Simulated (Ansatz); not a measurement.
Input

```
crystal:
  periodic: [false, false, false]
  atoms:
    - { symbol: Hf, position_ang: [-0.851939, -0.190816, -0.539178] }
    - { symbol: F, position_ang: [-0.420395, 1.335922, 2.210648] }
    - { symbol: F, position_ang: [0.792752, -0.957464, 0.077344] }
    - { symbol: "N", position_ang: [-0.760218, 1.805395, -0.765022] }
    - { symbol: H, position_ang: [-1.120653, 2.361475, -1.539841] }
    - { symbol: H, position_ang: [-0.314916, 2.423166, -0.085923] }
    - { symbol: F, position_ang: [-1.538612, -0.914179, -2.165072] }
    - { symbol: P, position_ang: [-2.655133, -0.59487, 1.267155] }
    - { symbol: H, position_ang: [-3.197081, -1.808454, 0.702287] }
    - { symbol: H, position_ang: [-1.673924, -1.240537, 2.101558] }
    - { symbol: H, position_ang: [-1.242181, 1.161363, 2.607345] }
basis:
  gaussian: { orbitals: def2-SVP }
hamiltonian:
  xc: pbe0
  dispersion: d4
relax:
  f_tol: 0.03
  max_steps: 50
output:
  orbitals: {}
```

Command:

```sh
ansatz run input.yaml --threads 4 --pin off --max-ram 5120MiB --backend cpu --events-out ev --progress --plain --runs-dir out
```

The fields are those of the run's last geometry, not of the input's.

Core potentials replace the inner electrons of Hf.

Computed with Ansatz, RKS PBE0-D4/def2-SVP.

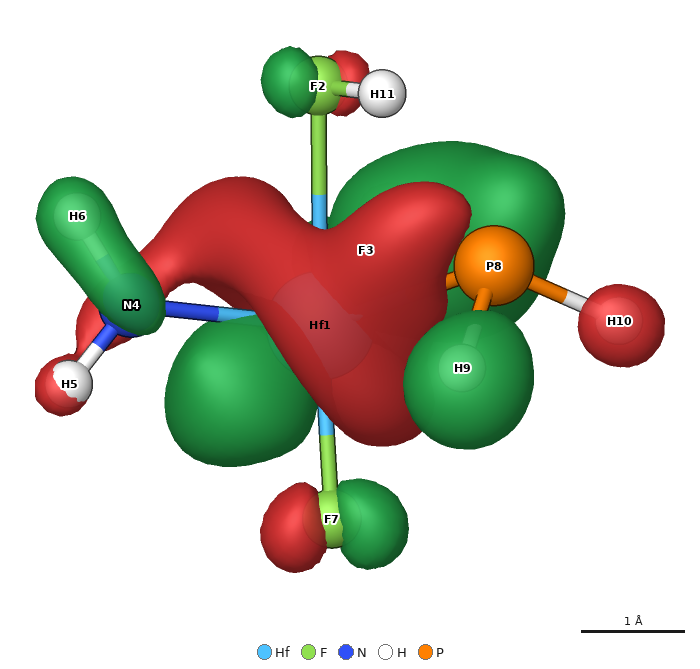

F3H5HfNP. The LUMO at ±0.1 Å⁻³ᐟ² (green and red are the two phases), seen at a tilt.

> Where does this orbital lie, and at what energy?

It lies mainly on Hf1 (about 60 %) and P8 (about 15 %). Its energy is −1.02 eV.
